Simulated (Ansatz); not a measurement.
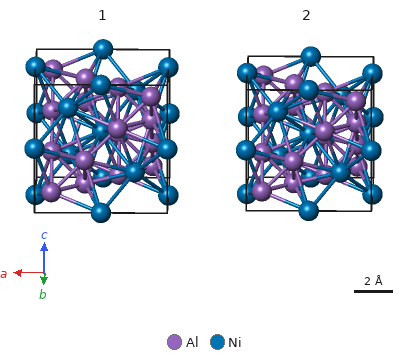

Two geometries of crystalline Al2Ni (a generated structure, set up in Fd-3m) (coarse preliminary run), drawn at one scale. One is the start of a relaxation, the other its converged end. The picture is a ball-and-stick view of the conventional cell (4 times the calculation's cell), seen from a free direction. Lengths and directions refer to the drawn axes.

Method: DFT PBE, scalar-relativistic, plane waves, PAW (Ansatz). (plane-wave cutoff 420 eV; k-point mesh 4 × 4 × 4; occupations gaussian; smearing width 0.1 eV; collinear spin; cell and atoms relaxed; force threshold 0.04 eV/Å; at most 70 steps)

> Which one is relaxed?

Structure 1 is the relaxed one. The atoms keep their places relative to the cell (all moves are under 0.005 Å). The volume changes by +18.9 %, with a = b = c 6.647 → 7.041 Å (+5.9 %). Some distances before and after: Ni–Ni 2.878 → 3.049 Å, Al–Ni 2.756 → 2.919 Å, Al–Al 2.350 → 2.489 Å. The space group stays Fd-3m (No. 227). After 3 accepted moves (4 points after the start) the energy has fallen by 158 meV per atom. All forces vanish by symmetry, so only the cell relaxes. The pressure goes from 25.19 to 0.23 GPa. The SCF was repeated once at an unchanged geometry on a basis and grid sized afresh for the cell, which shifted the energy by 2.6 meV per atom at most. The program noted that the starting moments weren't kept.
